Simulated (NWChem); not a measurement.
**C2H5F (SMILES CCF): levels of theory compared**

We compute a comparison of 6 runs (HF/STO-3G, HF/aug-cc-pVDZ, B3LYP/6-31G*, PBE/cc-pVTZ, CCSD/pcseg-1) of C2H5F. 

Program for the calculation: NWChem 7.3.0.

### Step 1. The molecule

C2H5F has 8 atoms, charge 0, and is taken as a singlet. SMILES: `CCF`. The shape is that of a PBE0-D4/def2-TZVP optimisation.

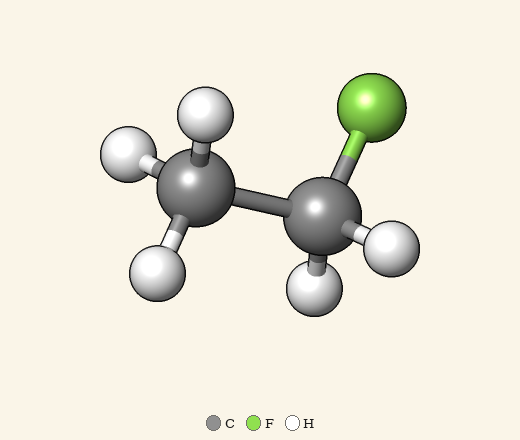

Viewed from a chosen angle; carbon grey, fluorine green, hydrogen white.

### Step 2. Energy and forces at HF/STO-3G (run 1)

File c2h5f.xyz:

```xyz
8

C     -0.431700     0.566900    -0.264600
C      0.378400    -0.599100     0.230500
F      1.663300    -0.186400     0.546500
H     -1.443900     0.237400    -0.512600
H      0.018600     0.998500    -1.160400
H     -0.500300     1.343000     0.499800
H      0.464000    -1.381500    -0.529800
H     -0.056300    -1.036000     1.134800
```

File run.py:

```python
from ase.io import read
from ase.calculators.nwchem import NWChem

molecule = read('c2h5f.xyz')

calc = NWChem(
    label='c2h5f',
    theory='scf',
    memory='2200 mb',
    basis='STO-3G',
    basispar='spherical bse',
    scf={'nopen': '0', 'rhf': None, 'thresh': '1e-08', 'maxiter': '80'},
)
molecule.calc = calc

forces = molecule.get_forces()
print(f"energy = {molecule.get_potential_energy():.6f} eV")
print("forces (eV/A):")
for s, f in zip(molecule.symbols, forces):
    print(f"{s:2s} {f[0]:10.5f} {f[1]:10.5f} {f[2]:10.5f}")
print("dipole (e A):", molecule.get_dipole_moment().round(4))
```

The run is started by

```
export ASE_NWCHEM_COMMAND="nwchem PREFIX.nwi > PREFIX.nwo"
python run.py
```

Output:

```text
energy = -4782.441558 eV
forces (eV/A):
C    -1.38567    1.24806   -0.69615
C     1.50080   -0.95162    0.66936
F     0.36782    0.14192    0.08515
H     0.27830    0.16440    0.05296
H    -0.09606   -0.09421    0.23762
H     0.03990   -0.18250   -0.19468
H    -0.32874   -0.17900   -0.15391
H    -0.37631   -0.14707   -0.00036
dipole (e A): [-0.2434 -0.0497 -0.0658]
```

The calculator wrote c2h5f.nwi:

```
title "c2h5f"

permanent_dir c2h5f

scratch_dir c2h5f

start c2h5f

geometry units angstrom nocenter noautosym noautoz
  C  -4.3169999999999997e-01 5.6689999999999996e-01 -2.6460000000000000e-01
  C  3.7840000000000001e-01 -5.9909999999999997e-01 2.3050000000000001e-01
  F  1.6633000000000000e+00 -1.8640000000000001e-01 5.4649999999999999e-01
  H  -1.4439000000000000e+00 2.3740000000000000e-01 -5.1259999999999994e-01
  H  1.8599999999999998e-02 9.9850000000000005e-01 -1.1604000000000001e+00
  H  -5.0029999999999997e-01 1.3430000000000000e+00 4.9980000000000002e-01
  H  4.6400000000000002e-01 -1.3815000000000000e+00 -5.2980000000000005e-01
  H  -5.6300000000000003e-02 -1.0360000000000000e+00 1.1348000000000000e+00
end

memory 2200 mb

basis spherical bse noprint
   * library STO-3G
end

scf
  nopen 0
  rhf
  thresh 1e-08
  maxiter 80
end

task scf gradient
```

c2h5f.nwo:

```text
Northwest Computational Chemistry Package (NWChem) 7.3.0
             --------------------------------------------------------

           Job information
           ---------------

    nwchem branch   = 7.3.0
    use scalapack   = T
    input           = c2h5f.nwi
    prefix          = c2h5f.
    data base       = c2h5f/c2h5f.db
    status          = startup
    nproc           =        1

           Memory information
           ------------------

[... 5 lines left out ...]
    hardfail = no
[... 135 lines left out ...]
         Quadratically convergent ROHF
[... 14 lines left out ...]
       Final RHF  results
[... 4 lines left out ...]
      Two-electron energy =    145.386289744817
[... 29 lines left out ...]
                       ROHF Final Molecular Orbital Analysis
[... 186 lines left out ...]
                 ----------------------------------------
                 |  Time  |  1-e(secs)   |  2-e(secs)   |
                 ----------------------------------------
                 |  CPU   |       0.00   |       0.10   |
                 ----------------------------------------
                 |  WALL  |       0.00   |       0.10   |
                 ----------------------------------------

 Task  times  cpu:        0.8s     wall:        0.8s
 Total times  cpu:        0.9s     wall:        0.9s
```

It took 2 s on 1 thread of Intel Xeon Platinum 8259CL at 2.50GHz (Skylake/Cascade Lake), shared host; peak memory 0.1 GiB.

### Step 3. Energy and gradient at HF/aug-cc-pVDZ (run 2)

c2h5f.xyz: that of step 2 with these lines changed.

```diff
@@ -1,3 +1,3 @@
 8
-
+C2H5F
 C     -0.431700     0.566900    -0.264600
```

File c2h5f.nw:

```
start c2h5f
title "C2H5F"
memory 2200 mb
geometry units angstrom noautosym nocenter noautoz
 load c2h5f.xyz
end
basis spherical bse
 C library aug-cc-pVDZ
 F library aug-cc-pVDZ
 H library aug-cc-pVDZ
end
scf
 thresh 1e-08
 maxiter 80
 noprint "final vectors analysis"
end
task scf gradient
```

The run is started by

```
nwchem c2h5f.nw > c2h5f.out
```

Output:

```text
[...]
  functions       =   114
[...]
  wavefunction    = RHF
[...]
         Total SCF energy =   -178.103674395522
      One-electron energy =   -402.030661904709
      Two-electron energy =    144.511012637769
 Nuclear repulsion energy =     79.415974871417
        Time for solution =     42.1s
[...]
                         RHF ENERGY GRADIENTS
    atom               coordinates                        gradient
                 x          y          z           x          y          z
   1 C      -0.815795   1.071286  -0.500021    0.002059  -0.005473   0.001840
   2 C       0.715072  -1.132135   0.435582   -0.000660   0.007201  -0.001744
   3 F       3.143181  -0.352245   1.032735    0.003509   0.001302   0.000833
   4 H      -2.728575   0.448621  -0.968674   -0.001201   0.000381  -0.000455
   5 H       0.035149   1.886891  -2.192838    0.000380   0.000420  -0.001069
   6 H      -0.945430   2.537902   0.944485   -0.000224   0.000792   0.000822
   7 H       0.876833  -2.610656  -1.001177   -0.001113  -0.002853  -0.002725
   8 H      -0.106392  -1.957756   2.144461   -0.002751  -0.001769   0.002499
[...]
```

Wall time 53 s (1 thread of Intel Xeon Platinum 8259CL at 2.50GHz (Skylake/Cascade Lake), shared host); peak memory 0.1 GiB.

Runs 3 to 5 aren't shown in full; the table further down has their settings and results.

### Step 4. The energy at CCSD/pcseg-1 (run 6)

File geom.nw:

```
start geom
memory 2200 mb

geometry units bohr noautosym nocenter noautoz
 C   -0.81579477   1.07128574  -0.50002153
 C    0.71507237  -1.13213492   0.43558187
 F    3.14318146  -0.35224495   1.03273533
 H   -2.72857555   0.44862098  -0.96867361
 H    0.03514891   1.88689154  -2.19283820
 H   -0.94542998   2.53790219   0.94448512
 H    0.87683292  -2.61065664  -1.00117690
 H   -0.10639158  -1.95775627   2.14446121
end

basis spherical bse
 C library pcseg-1
 F library pcseg-1
 H library pcseg-1
end

scf
 thresh 1e-08
 maxiter 80
end

ccsd
 freeze core 3
 maxiter 60
end

task ccsd energy
```

The run is started by

```
nwchem geom.nw > geom.out
```

Output:

```text
[...]
  functions       =    67
[...]
  wavefunction    = RHF
[...]
         Total SCF energy =   -178.031360976060
      One-electron energy =   -401.987781957125
      Two-electron energy =    144.540451811488
 Nuclear repulsion energy =     79.415969169577
        Time for solution =      5.4s
[...]
 Total MP2 energy:           -178.505151519343087
[...]
             energy      energy      error      ampl     ampl      Block
                                                time     time      time
[...]
 Total CCSD energy:           -178.535978600404775
[...]
```

Wall time 45 s (1 thread of Intel Xeon Platinum 8259CL at 2.50GHz (Skylake/Cascade Lake), shared host); peak memory 0.15 GiB.

### Step 5. The series

| run | level | iteration cap | module | energy (Eh) | dipole moment (D) | HOMO energy (eV) | LUMO energy (eV) | wall time |
| --- | --- | --- | --- | --- | --- | --- | --- | --- |
| 1 | HF/STO-3G | 80 | scf | -175.751487 | 1.23 | -10.96 | 15.32 | 2 s |
| 2 | HF/aug-cc-pVDZ | 80 | scf | -178.103674 | 2.12 | – | – | 53 s |
| 3 | B3LYP/6-31G* (spherical functions) | 100 | dft | -179.053605 | 1.70 | -8.72 | 2.79 | 23 s |
| 4 | B3LYP/6-31G* (Cartesian functions) | 100 | dft | -179.056207 | 1.70 | -8.73 | 2.79 | 25 s |
| 5 | PBE/cc-pVTZ | 100 | dft | -178.916195 | 1.69 | -7.56 | 0.62 | 1.8 min |
| 6 | CCSD/pcseg-1 | 80 | ccsd | -178.535979 | – | -13.53 | 4.36 | 45 s |

### Step 6. Outcome

```
                                          quantity          value
                               run 6: total energy  -178.53598 Eh
        run 6: HOMO energy (Hartree–Fock orbitals)      -13.53 eV
        run 6: LUMO energy (Hartree–Fock orbitals)        4.36 eV
      run 6: HOMO–LUMO gap (Hartree–Fock orbitals)       17.89 eV
run 6: correlation energy (3 core orbitals frozen)     -504.6 mEh
```

Over runs 1, 2, 3, 4, 5 the dipole moment (its size) runs from 1.23 D (HF/STO-3G) to 2.12 D (HF/aug-cc-pVDZ). Over runs 1, 3, 4, 5 the HOMO–LUMO gap runs from 8.17 eV (PBE/cc-pVTZ) to 26.28 eV (HF/STO-3G). The two ends differ in method and basis. Totals of different functionals can't be ranked against each other. In run 1 the basis is minimal, so the values are rough. All runs together took 4.3 min, the longest 1.8 min.
